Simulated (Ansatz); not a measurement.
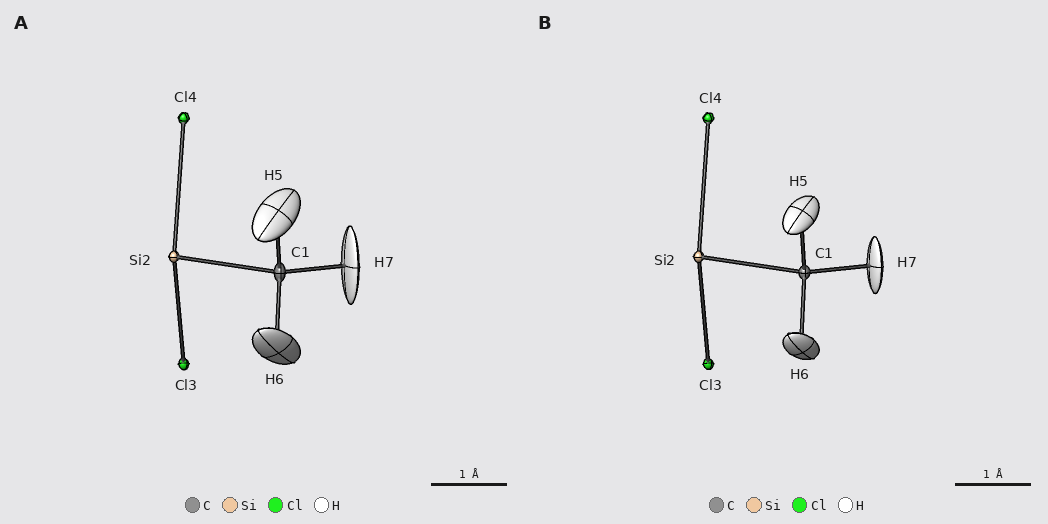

Displacement ellipsoids at the 50 % level, scaled by 0.7, from the internal vibrations of the free molecule (harmonic, no overall translation or rotation; no half-axis is drawn under 0.075 Å). State: neutral, doublet. Vibrations computed with UKS PBE0-D4/def2-TZVP (Ansatz 0.2.0). One panel is for 298 K, the other for 600 K.

> Which panel is for 600 K?

A.

> How much does the mean-square displacement of H7 grow, and why?

U_eq goes from 0.0551 to 0.0994 Å², a factor of 1.8. Modes below kT (417 cm⁻¹ at 600 K) grow about in proportion to T, and the lowest lies at 154 cm⁻¹; the mean-square amplitude of a mode is its zero-point value times coth(ħω/2kT), which comes close to 1 only above about 3kT.
